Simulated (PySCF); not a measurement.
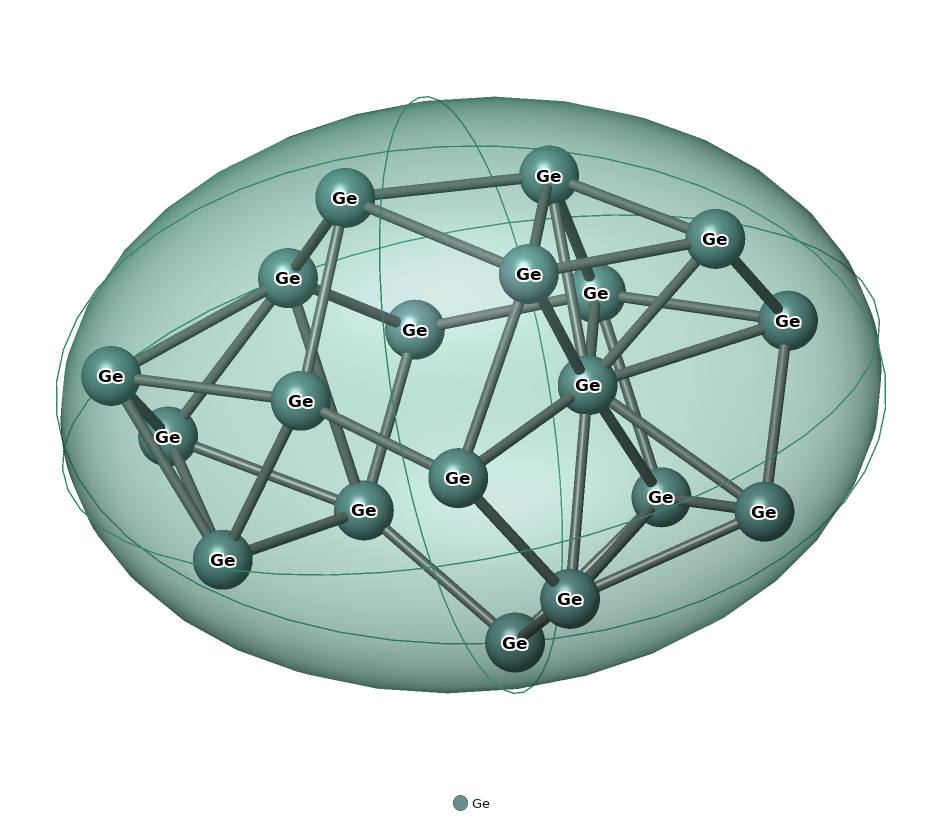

The ellipsoid shows the static dipole polarisability: its half-axes are proportional to the principal values. The computed structure is the end point of a GFN1-xTB optimisation. No frequency run is at hand to confirm it as a minimum. Method: PBE0/def2-SVP (PySCF 2.14.0).

**Give the principal values, the mean and the anisotropy.**

Principal values 475.2, 540.6, 731.1 bohr³; mean 582.3 bohr³ (86.29 Å³); anisotropy 230.2 bohr³, so the longest axis is 1.54 times the shortest.

The geometry is semi-empirical. Around Ge such bond lengths and angles can be off by a tenth of an ångström or more and by several degrees, and values that hang on the shape move with them.
